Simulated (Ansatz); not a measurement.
BGeH9O2Si2 (SMILES OB(O)[SiH]([SiH3])[GeH3])

Input file:

```
crystal:
  periodic: [false, false, false]
  atoms:
    - { symbol: O, position_ang: [1.5059, -2.3754, 0.3797] }
    - { symbol: B, position_ang: [1.3708, -0.9819, -0.0347] }
    - { symbol: O, position_ang: [2.3209, -0.4064, -0.9826] }
    - { symbol: Si, position_ang: [-0.0786, 0.1, 0.6681] }
    - { symbol: Si, position_ang: [-2.0263, -0.8291, 0.1005] }
    - { symbol: Ge, position_ang: [0.036, 2.2302, -0.224] }
    - { symbol: H, position_ang: [0.9678, -2.885, -0.2774] }
    - { symbol: H, position_ang: [3.0422, -0.0309, -0.4173] }
    - { symbol: H, position_ang: [0.0261, 0.1723, 2.1327] }
    - { symbol: H, position_ang: [-2.1233, -0.8913, -1.3652] }
    - { symbol: H, position_ang: [-2.0975, -2.188, 0.6573] }
    - { symbol: H, position_ang: [-3.1283, -0.0147, 0.6336] }
    - { symbol: H, position_ang: [-0.0834, 2.1417, -1.7667] }
    - { symbol: H, position_ang: [-1.1265, 3.0861, 0.34] }
    - { symbol: H, position_ang: [1.3944, 2.8723, 0.1559] }
basis:
  gaussian:
    orbitals: cc-pVDZ
hamiltonian:
  xc: r2scan
  dispersion: d3bj
output:
  orbitals: {}
```

Launched as:

```sh
python
```

Method: SCF r2SCAN, Gaussian basis (Ansatz 0.2.0).

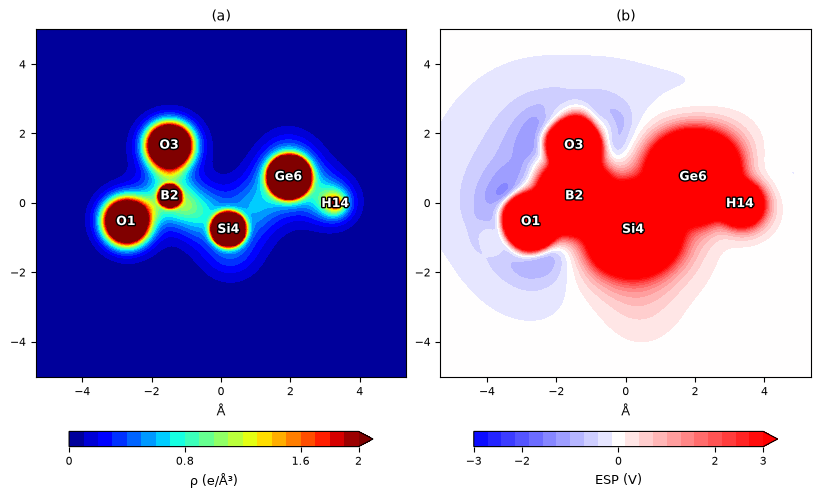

Figure 1. (a) electron density; (b) electrostatic potential on the plane of atoms Si4, Ge6 and H14.

What do the fields say about this system?

Answer.
- The section cuts through O, B, Si, Ge and H sites.
- B–O (1.46 Å): ρ at the midpoint is about 1.7 e/Å³.
- Si–B (1.94 Å): the density is about 0.84 e/Å³ at the midpoint.
- Si–Ge (2.31 Å): ρ at the midpoint is about 0.64 e/Å³.
- Ge–H (1.55 Å): ρ is about 1 e/Å³ halfway.
- Outside the dense part of the molecule the potential is most negative (−1.4 V) near O1.

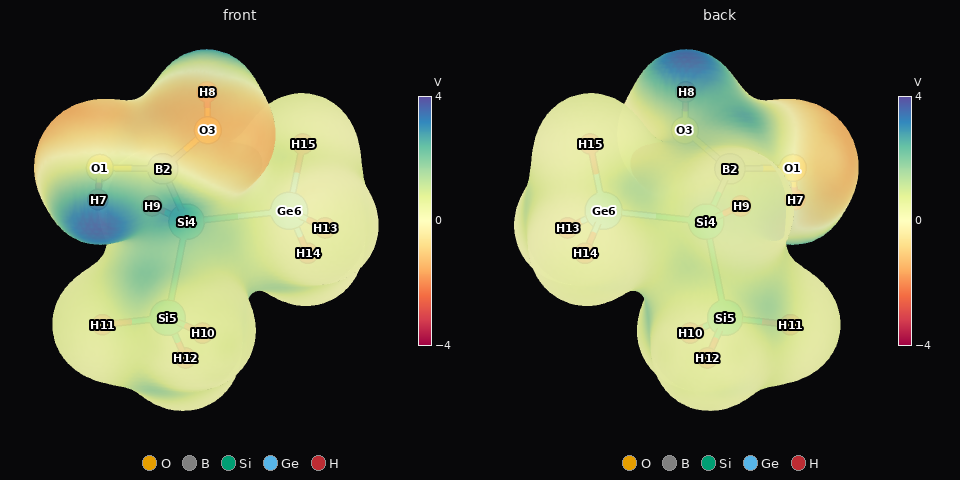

Figure 2. The electrostatic potential painted on the density surface at 0.004 e/bohr³, seen from the front and from behind; the colour scale runs from red (negative) to blue (positive).

Which sites attract a positive test charge, and which a negative one?

Answer. A positive charge is drawn to the negative regions and a negative charge to the positive ones. The most negative region (about −1.4 V) lies over O1 and O3, the most positive (about +3.5 V) over H7 and H8.

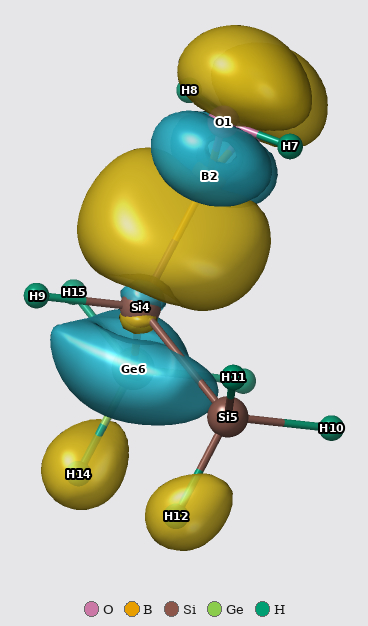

Figure 3. The HOMO at ±0.1 Å⁻³ᐟ² (yellow and cyan are the two phases), seen at an oblique angle.

What is the character of this orbital?

Answer. Its weight (Hirshfeld) is mainly on O1 (about 25 %), Si4 (about 20 %), O3 (about 20 %) and B2 (about 15 %). Its energy is −6.47 eV.
